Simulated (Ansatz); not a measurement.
**SiCl4F: geometry relaxation**

System: SiCl4F, multiplicity 2.
Method: UKS PBE-D4/def2-SVP (Ansatz 0.2.0).

It belongs to a series of runs on one base structure; here: end point B relaxed.

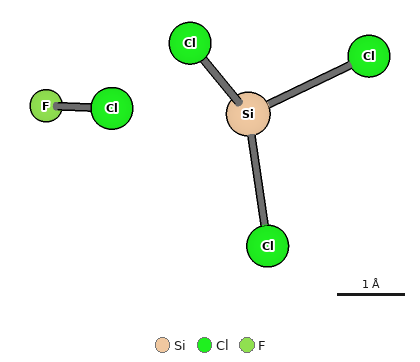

**Figure 1.** The starting structure (ball-and-stick view, seen at a tilt). Bond lengths as drawn: Cl–F 1.60 Å and Cl–Si 2.07 Å.

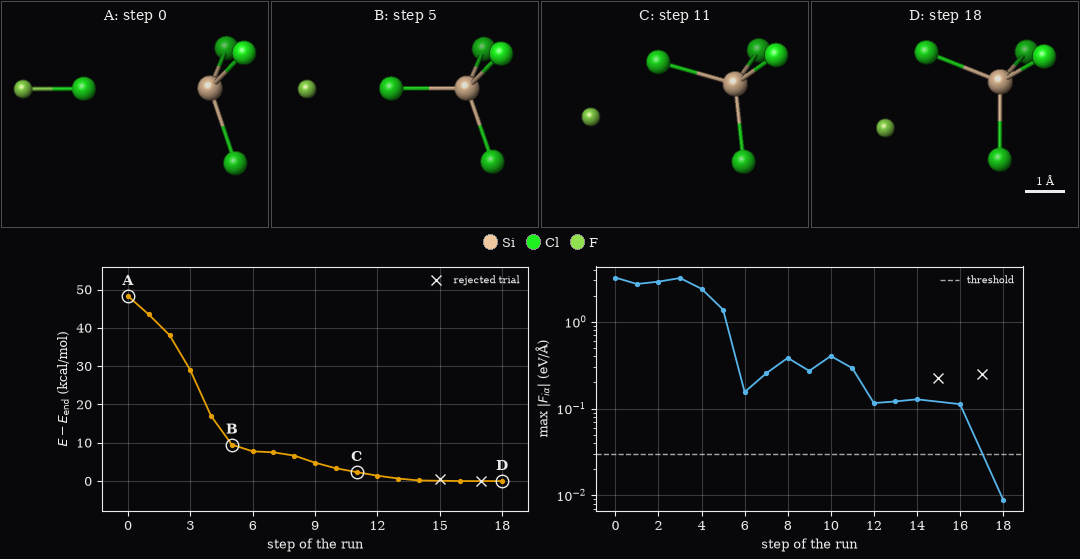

**Figure 2.** Frames of the relaxation (ball-and-stick view, seen on its broad side) above the curves, on which the letters mark them (the first geometry is step 0 here and step 1 in the log).

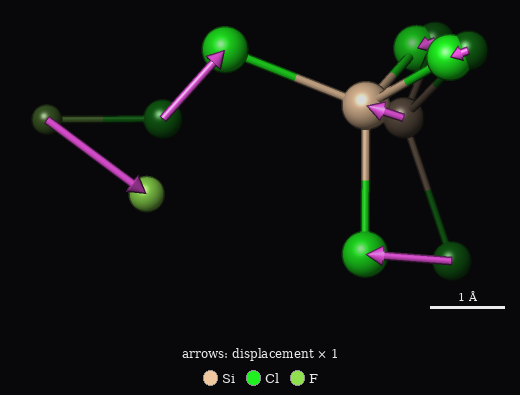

**Figure 3.** Start (faint) and end (solid) with the displacements as pink arrows, at true length (ball-and-stick view, seen on its broad side). The two geometries are laid on each other by the best rigid fit. The largest move after the best rigid fit is that of F6, 1.72 Å. Largest moves by element: F 1.72 Å, Cl 1.28 Å, Si 0.55 Å. Among the contacts that change: Si1–Cl2 3.319 → 2.090 Å, Cl2–F6 1.600 → 2.246 Å, Si1–Cl3 2.071 → 2.033 Å, Si1–Cl4 2.071 → 2.047 Å. New bonds form: Si1–Cl2 (3.32 → 2.09 Å). Bonds break: Cl2–F6 (1.60 → 2.25 Å). After 18 geometry steps the energy has fallen by 48.3 kcal/mol. The largest force component goes from 3.2 to 0.0089 eV/Å. The line search rejected the trial steps at points 15, 17 (counted from 0) and went back. (Atoms are counted from 1 in the order of the input.)

The input and output of the run follow.

Input file:
```yaml
crystal:
  periodic: [false, false, false]
  atoms:
    - { symbol: Si, position_ang: [0.000665, 0.0, -0.301535] }
    - { symbol: Cl, position_ang: [-0.000678, 0.0, 3.017357] }
    - { symbol: Cl, position_ang: [1.961393, 0.0, -0.966873] }
    - { symbol: Cl, position_ang: [-0.97975, 1.697969, -0.966905] }
    - { symbol: Cl, position_ang: [-0.97975, -1.697969, -0.966905] }
    - { symbol: F, position_ang: [0.00032, 0.0, 4.616961] }
magnetization:
  spin_polarized: true
  initial_magnetization: 1
basis:
  gaussian: { orbitals: def2-SVP }
hamiltonian:
  xc: pbe
  dispersion: d4
relax:
  f_tol: 0.03
  max_steps: 50
```

Launched with:
```bash
ansatz run input.yaml --threads 4 --pin off --max-ram 5120MiB --backend cpu --events-out ev --progress --plain --runs-dir out
```

The program's output:
```
The last accepted step is kept in [file] (removed where the run ends without a failure and the disk answers)
Engine: ansatz 0.2.0, x86_64-unknown-linux-gnu
Functional definition: PBE
  parameter kappa = 0.804
  parameter beta = 0.06672455060314922
  exchange = pbe_x(kappa = kappa, mu = beta*pi^2/3)
  correlation = pbe_c(beta = beta)
1124 factors; their error is unknown
mean field evaluation 1: about -60636.7159 eV, gradient 1.9e1 eV
mean field evaluation 2: about -60615.4666 eV, gradient 6.5e1 eV
mean field evaluation 4: about -60638.0849 eV, gradient 2.5e0 eV
mean field evaluation 8: about -60638.1217 eV, gradient 2.4e-1 eV
mean field evaluation 16: about -60638.0351 eV, gradient 9.3e-5 eV
mean field -60638.03505824 eV, -2228.4066864539 hartree, gradient 2.0e-5 eV, S^2 0.751876; 0 other end points of the search recorded, 0 dependent functions left out
the calculation of the forces begins
reference -60638.03508559 eV, -2228.4066874591 hartree; 46, 45 occupied and 58, 59 virtual orbitals, 1124 factors
relax step   1: F+E_penalty+E_count = -60638.27642907 eV  Δ(F+E_penalty+E_count) = +0.000e0 eV  max|allowed force component| = 3.234e0 eV/Å  Δτ_max = 0.0000 Å  (32 SCF iters, accepted)
these checks for a lower state are left out or cut short: starts, cluster_reference, orbital_swaps, neighbouring_geometries, increment
1124 factors; their error is unknown
mean field -60638.22987691 eV, -2228.4138459080 hartree, gradient 1.7e-5 eV, S^2 0.752170; 0 other end points of the search recorded, 0 dependent functions left out
[... from here on the field's lines of each further geometry are left out, up to the last ...]
relax step   2: F+E_penalty+E_count = -60638.48427026 eV  Δ(F+E_penalty+E_count) = -2.078e-1 eV  max|allowed force component| = 2.727e0 eV/Å  Δτ_max = 0.1996 Å  (33 SCF iters, accepted)
relax step   3: F+E_penalty+E_count = -60638.71779076 eV  Δ(F+E_penalty+E_count) = -2.335e-1 eV  max|allowed force component| = 2.905e0 eV/Å  Δτ_max = 0.1984 Å  (34 SCF iters, accepted)
relax step   4: F+E_penalty+E_count = -60639.11485282 eV  Δ(F+E_penalty+E_count) = -3.971e-1 eV  max|allowed force component| = 3.196e0 eV/Å  Δτ_max = 0.1948 Å  (34 SCF iters, accepted)
relax step   5: F+E_penalty+E_count = -60639.63347910 eV  Δ(F+E_penalty+E_count) = -5.186e-1 eV  max|allowed force component| = 2.400e0 eV/Å  Δτ_max = 0.1947 Å  (33 SCF iters, accepted)
relax step   6: F+E_penalty+E_count = -60639.95797782 eV  Δ(F+E_penalty+E_count) = -3.245e-1 eV  max|allowed force component| = 1.380e0 eV/Å  Δτ_max = 0.1950 Å  (43 SCF iters, accepted)
relax step   7: F+E_penalty+E_count = -60640.03340857 eV  Δ(F+E_penalty+E_count) = -7.543e-2 eV  max|allowed force component| = 1.551e-1 eV/Å  Δτ_max = 0.1596 Å  (45 SCF iters, accepted)
relax step   8: F+E_penalty+E_count = -60640.04485614 eV  Δ(F+E_penalty+E_count) = -1.145e-2 eV  max|allowed force component| = 2.544e-1 eV/Å  Δτ_max = 0.1123 Å  (46 SCF iters, accepted)
relax step   9: F+E_penalty+E_count = -60640.08172686 eV  Δ(F+E_penalty+E_count) = -3.687e-2 eV  max|allowed force component| = 3.839e-1 eV/Å  Δτ_max = 0.1940 Å  (43 SCF iters, accepted)
relax step  10: F+E_penalty+E_count = -60640.16180942 eV  Δ(F+E_penalty+E_count) = -8.008e-2 eV  max|allowed force component| = 2.716e-1 eV/Å  Δτ_max = 0.1949 Å  (41 SCF iters, accepted)
relax step  11: F+E_penalty+E_count = -60640.22501969 eV  Δ(F+E_penalty+E_count) = -6.321e-2 eV  max|allowed force component| = 4.032e-1 eV/Å  Δτ_max = 0.1943 Å  (42 SCF iters, accepted)
relax step  12: F+E_penalty+E_count = -60640.26821819 eV  Δ(F+E_penalty+E_count) = -4.320e-2 eV  max|allowed force component| = 2.920e-1 eV/Å  Δτ_max = 0.1950 Å  (40 SCF iters, accepted)
relax step  13: F+E_penalty+E_count = -60640.30906487 eV  Δ(F+E_penalty+E_count) = -4.085e-2 eV  max|allowed force component| = 1.155e-1 eV/Å  Δτ_max = 0.1948 Å  (38 SCF iters, accepted)
relax step  14: F+E_penalty+E_count = -60640.34122410 eV  Δ(F+E_penalty+E_count) = -3.216e-2 eV  max|allowed force component| = 1.208e-1 eV/Å  Δτ_max = 0.1955 Å  (39 SCF iters, accepted)
relax step  15: F+E_penalty+E_count = -60640.36344218 eV  Δ(F+E_penalty+E_count) = -2.222e-2 eV  max|allowed force component| = 1.277e-1 eV/Å  Δτ_max = 0.1954 Å  (39 SCF iters, accepted)
relax step  16: F+E_penalty+E_count = -60640.35141397 eV  Δ(F+E_penalty+E_count) = +1.203e-2 eV  max|allowed force component| = 2.228e-1 eV/Å  Δτ_max = 0.1945 Å  (40 SCF iters, rejected (line search))
relax step  17: F+E_penalty+E_count = -60640.36990490 eV  Δ(F+E_penalty+E_count) = -6.463e-3 eV  max|allowed force component| = 1.123e-1 eV/Å  Δτ_max = 0.0973 Å  (34 SCF iters, accepted)
relax step  18: F+E_penalty+E_count = -60640.36924104 eV  Δ(F+E_penalty+E_count) = +6.639e-4 eV  max|allowed force component| = 2.527e-1 eV/Å  Δτ_max = 0.0207 Å  (31 SCF iters, rejected (line search))
the calculation of the forces begins
reference -60640.06949084 eV, -2228.4814504730 hartree; 46, 45 occupied and 58, 59 virtual orbitals, 1124 factors
relax step  19: F+E_penalty+E_count = -60640.37050613 eV  Δ(F+E_penalty+E_count) = -6.012e-4 eV  max|allowed force component| = 8.907e-3 eV/Å  Δτ_max = 0.0101 Å  (32 SCF iters, accepted)
1124 factors; their error is unknown
mean field evaluation 192: about -60625.1027 eV, gradient 4.2e1 eV
mean field evaluation 224: about -60639.0063 eV, gradient 1.0e-1 eV
mean field -60640.06946575 eV, -2228.4814495508 hartree, gradient 1.4e-5 eV, S^2 0.751157; 7 other end points of the search recorded, 0 dependent functions left out
the calculation of the forces begins
reference -60640.06949084 eV, -2228.4814504730 hartree; 46, 45 occupied and 58, 59 virtual orbitals, 1124 factors
Total energy: -60640.37053122 eV, -2228.4925135031 hartree
Atom 0 at    -0.149689     0.000000     0.211849 Å, force     0.001291     0.000000    -0.002707 eV/Å
Atom 1 at    -0.998092    -0.000000     2.122366 Å, force    -0.000219    -0.000000     0.000269 eV/Å
Atom 2 at     1.881094    -0.000000     0.302126 Å, force    -0.005688    -0.000000     0.008907 eV/Å
Atom 3 at    -0.829440     1.678945    -0.741031 Å, force    -0.001099    -0.000844    -0.003177 eV/Å
Atom 4 at    -0.829440    -1.678945    -0.741031 Å, force    -0.001099     0.000844    -0.003177 eV/Å
Atom 5 at     0.927767     0.000000     3.277820 Å, force     0.006814     0.000000    -0.000116 eV/Å
Dipole moment:    -0.232336    -0.000000    -0.399558 e Å
```

Trajectory as extended XYZ (Å, eV, eV/Å), 19 frames, from step=1 to step=19:
```
6
Properties=species:S:1:pos:R:3:forces:R:3 step=1 energy=-60638.27643
Si    0.0007    0.0000   -0.3015   -0.0001   0.0000   0.2502
Cl   -0.0007    0.0000    3.0174   -0.0015   0.0000  -3.2340
Cl    1.9614    0.0000   -0.9669   -0.0561   0.0000   0.0252
Cl   -0.9798    1.6980   -0.9669    0.0279  -0.0480   0.0249
Cl   -0.9798   -1.6980   -0.9669    0.0279   0.0480   0.0249
F     0.0003    0.0000    4.6170    0.0018   0.0000   2.9089
6
Properties=species:S:1:pos:R:3:forces:R:3 step=2 energy=-60638.48427
Si    0.0005    0.0000   -0.1811   -0.0002   0.0000   0.0361
Cl   -0.0003    0.0000    2.8178   -0.0005   0.0000  -2.7274
Cl    1.9465    0.0000   -0.8857   -0.0577   0.0000   0.1445
Cl   -0.9724    1.6853   -0.8858    0.0288  -0.0500   0.1442
Cl   -0.9724   -1.6853   -0.8858    0.0288   0.0500   0.1442
F     0.0001    0.0000    4.4528    0.0007   0.0000   2.2582
6
Properties=species:S:1:pos:R:3:forces:R:3 step=3 energy=-60638.71779
Si    0.0005    0.0000   -0.1040    0.0001   0.0000   0.2684
Cl   -0.0002    0.0000    2.6193   -0.0010   0.0000  -2.9049
Cl    1.9493    0.0000   -0.7895   -0.0957   0.0000   0.1384
Cl   -0.9738    1.6876   -0.7898    0.0478  -0.0828   0.1382
Cl   -0.9738   -1.6876   -0.7898    0.0478   0.0828   0.1382
F     0.0002    0.0000    4.2859    0.0010   0.0000   2.2217
6
Properties=species:S:1:pos:R:3:forces:R:3 step=4 energy=-60639.11485
Si    0.0005    0.0000   -0.0134    0.0008   0.0000   0.4868
Cl   -0.0003    0.0000    2.4246   -0.0027   0.0000  -3.1959
Cl    1.9370    0.0000   -0.7136   -0.0644   0.0000   0.1897
Cl   -0.9676    1.6770   -0.7140    0.0321  -0.0557   0.1897
Cl   -0.9676   -1.6770   -0.7140    0.0321   0.0557   0.1897
F     0.0004    0.0000    4.1626    0.0021   0.0000   2.1399
6
Properties=species:S:1:pos:R:3:forces:R:3 step=5 energy=-60639.63348
Si    0.0005    0.0000    0.0888    0.0015   0.0000  -0.4123
Cl   -0.0006    0.0000    2.2299   -0.0044   0.0000  -2.4004
Cl    1.9153    0.0000   -0.6600    0.0086   0.0000   0.2588
Cl   -0.9568    1.6582   -0.6604   -0.0044   0.0074   0.2587
Cl   -0.9568   -1.6582   -0.6604   -0.0044  -0.0074   0.2587
F     0.0006    0.0000    4.0943    0.0031   0.0000   2.0364
6
Properties=species:S:1:pos:R:3:forces:R:3 step=6 energy=-60639.95798
Si    0.0006    0.0000    0.0414    0.0012   0.0000  -1.3749
Cl   -0.0011    0.0000    2.0349   -0.0045   0.0000   1.3796
Cl    1.9211    0.0000   -0.6307    0.3126   0.0000  -0.0987
Cl   -0.9597    1.6632   -0.6311   -0.1557   0.2702  -0.0995
Cl   -0.9597   -1.6632   -0.6311   -0.1557  -0.2702  -0.0995
F     0.0010    0.0000    4.2487    0.0021   0.0000   0.2930
6
Properties=species:S:1:pos:R:3:forces:R:3 step=7 energy=-60640.03341
Si    0.0000    0.0000   -0.0243    0.0182   0.0000   0.1236
Cl   -0.0139    0.0000    2.0559   -0.0309   0.0000  -0.0685
Cl    1.9513    0.0000   -0.6635   -0.1551   0.0000   0.0099
Cl   -0.9732    1.6884   -0.6720    0.0768  -0.1339   0.0108
Cl   -0.9732   -1.6884   -0.6720    0.0768   0.1339   0.0108
F     0.0112    0.0000    4.4080    0.0142   0.0000  -0.0867
6
Properties=species:S:1:pos:R:3:forces:R:3 step=8 energy=-60640.04486
Si   -0.0005    0.0000    0.0269    0.0949   0.0000  -0.2544
Cl   -0.1189    0.0000    2.0958   -0.2021   0.0000  -0.1016
Cl    1.9285    0.0000   -0.6444    0.1369   0.0000   0.1228
Cl   -0.9456    1.6625   -0.6965   -0.0736   0.1147   0.0803
Cl   -0.9456   -1.6625   -0.6965   -0.0736  -0.1147   0.0803
F     0.0843    0.0000    4.3469    0.1173   0.0000   0.0728
6
Properties=species:S:1:pos:R:3:forces:R:3 step=9 energy=-60640.08173
Si   -0.0062    0.0000    0.0629   -0.0705   0.0000  -0.3178
Cl   -0.3116    0.0000    2.1179   -0.1567   0.0000  -0.1166
Cl    1.9238    0.0000   -0.5710    0.3839   0.0000   0.2363
Cl   -0.9160    1.6459   -0.7229   -0.1630   0.3060   0.0592
Cl   -0.9160   -1.6459   -0.7229   -0.1630  -0.3060   0.0592
F     0.2283    0.0000    4.2680    0.1692   0.0000   0.0796
6
Properties=species:S:1:pos:R:3:forces:R:3 step=10 energy=-60640.16181
Si   -0.0342    0.0000    0.0626   -0.1814   0.0000   0.0645
Cl   -0.4974    0.0000    2.1122    0.0944   0.0000  -0.2601
Cl    1.9415    0.0000   -0.4250    0.2071   0.0000   0.2716
Cl   -0.9037    1.6579   -0.7463   -0.1043   0.2251  -0.0002
Cl   -0.9037   -1.6579   -0.7463   -0.1043  -0.2251  -0.0002
F     0.3996    0.0000    4.1750    0.0884   0.0000  -0.0755
6
Properties=species:S:1:pos:R:3:forces:R:3 step=11 energy=-60640.22502
Si   -0.0827    0.0000    0.0505    0.1578   0.0000   0.4032
Cl   -0.6066    0.0000    2.0996    0.1206   0.0000  -0.3662
Cl    1.9527    0.0000   -0.2310   -0.2737   0.0000   0.1606
Cl   -0.9060    1.6811   -0.7704   -0.0171   0.0256  -0.0264
Cl   -0.9060   -1.6811   -0.7704   -0.0171  -0.0256  -0.0264
F     0.5509    0.0000    4.0538    0.0295   0.0000  -0.1449
6
Properties=species:S:1:pos:R:3:forces:R:3 step=12 energy=-60640.26822
Si   -0.1007    0.0000    0.0871    0.0013   0.0000   0.2920
Cl   -0.7189    0.0000    2.0996    0.1500   0.0000  -0.2401
Cl    1.9367    0.0000   -0.0951   -0.1389   0.0000   0.1417
Cl   -0.8927    1.6721   -0.7797   -0.0086   0.0700  -0.0232
Cl   -0.8927   -1.6721   -0.7797   -0.0086  -0.0700  -0.0232
F     0.6706    0.0000    3.8999    0.0048   0.0000  -0.1472
6
Properties=species:S:1:pos:R:3:forces:R:3 step=13 energy=-60640.30907
Si   -0.1300    0.0000    0.1155    0.1090   0.0000   0.1155
Cl   -0.7858    0.0000    2.0980   -0.0407   0.0000  -0.0513
Cl    1.9119    0.0000    0.0497   -0.0983   0.0000   0.0552
Cl   -0.8792    1.6797   -0.7802   -0.0048  -0.0001  -0.0114
Cl   -0.8792   -1.6797   -0.7802   -0.0048   0.0001  -0.0114
F     0.7645    0.0000    3.7293    0.0394   0.0000  -0.0967
6
Properties=species:S:1:pos:R:3:forces:R:3 step=14 energy=-60640.34122
Si   -0.1385    0.0000    0.1591    0.0510   0.0000  -0.0812
Cl   -0.8832    0.0000    2.1026   -0.0097   0.0000   0.0896
Cl    1.9021    0.0000    0.1658   -0.1080   0.0000   0.0609
Cl   -0.8659    1.6714   -0.7753    0.0354  -0.0038   0.0258
Cl   -0.8659   -1.6714   -0.7753    0.0354   0.0038   0.0258
F     0.8535    0.0000    3.5553   -0.0042   0.0000  -0.1208
6
Properties=species:S:1:pos:R:3:forces:R:3 step=15 energy=-60640.36344
Si   -0.1620    0.0000    0.1865    0.0872   0.0000  -0.0352
Cl   -0.9647    0.0000    2.1082    0.0015   0.0000   0.1277
Cl    1.8700    0.0000    0.2751    0.0174   0.0000   0.0103
Cl   -0.8354    1.6893   -0.7565   -0.0168  -0.0667   0.0003
Cl   -0.8354   -1.6893   -0.7565   -0.0168   0.0667   0.0003
F     0.9297    0.0000    3.3753   -0.0724   0.0000  -0.1034
6
Properties=species:S:1:pos:R:3:forces:R:3 step=16 energy=-60640.35141 accepted=F
Si   -0.1553    0.0000    0.2280    0.1807   0.0000  -0.1164
Cl   -1.0338    0.0000    2.1174    0.0553   0.0000   0.1840
Cl    1.8803    0.0000    0.3982   -0.2228   0.0000  -0.2101
Cl   -0.8375    1.6663   -0.7502    0.0740   0.0015   0.0354
Cl   -0.8375   -1.6663   -0.7502    0.0740  -0.0015   0.0354
F     0.9860    0.0000    3.1891   -0.1613   0.0000   0.0717
6
Properties=species:S:1:pos:R:3:forces:R:3 step=17 energy=-60640.36990
Si   -0.1457    0.0000    0.2141   -0.1123   0.0000  -0.0391
Cl   -0.9994    0.0000    2.1227    0.0017   0.0000  -0.0093
Cl    1.8812    0.0000    0.2920    0.0796   0.0000   0.0347
Cl   -0.8277    1.6805   -0.7376    0.0040  -0.0208   0.0058
Cl   -0.8277   -1.6805   -0.7376    0.0040   0.0208   0.0058
F     0.9215    0.0000    3.2784    0.0230   0.0000   0.0022
6
Properties=species:S:1:pos:R:3:forces:R:3 step=18 energy=-60640.36924 accepted=F
Si   -0.1587    0.0000    0.2097    0.2527   0.0000   0.0778
Cl   -0.9998    0.0000    2.1226   -0.0108   0.0000   0.0116
Cl    1.8804    0.0000    0.3127   -0.1634   0.0000  -0.0217
Cl   -0.8274    1.6795   -0.7418   -0.0343   0.0439  -0.0358
Cl   -0.8274   -1.6795   -0.7418   -0.0343  -0.0439  -0.0358
F     0.9350    0.0000    3.2706   -0.0097   0.0000   0.0039
6
Properties=species:S:1:pos:R:3:forces:R:3 step=19 energy=-60640.37051
Si   -0.1497    0.0000    0.2118    0.0013   0.0000  -0.0027
Cl   -0.9981    0.0000    2.1224   -0.0002   0.0000   0.0003
Cl    1.8811    0.0000    0.3021   -0.0057   0.0000   0.0089
Cl   -0.8294    1.6789   -0.7410   -0.0011  -0.0008  -0.0032
Cl   -0.8294   -1.6789   -0.7410   -0.0011   0.0008  -0.0032
F     0.9278    0.0000    3.2778    0.0068   0.0000  -0.0001
```

Results in brief:

| quantity | value |
| --- | --- |
| outcome | converged |
| total energy | −60640.3705 eV |
| mean-field energy | −60640.0695 eV |
| ⟨S²⟩ | 0.751 |
| largest force (length of the vector) at the end | 0.011 eV/Å |
| hardware | 4 threads of Intel Xeon @ 2.90GHz (Ice Lake), 192 GiB of memory available, shared host |
| wall time | 33 s (CPU time 1.9 min) |
| peak memory | 0.26 GiB |
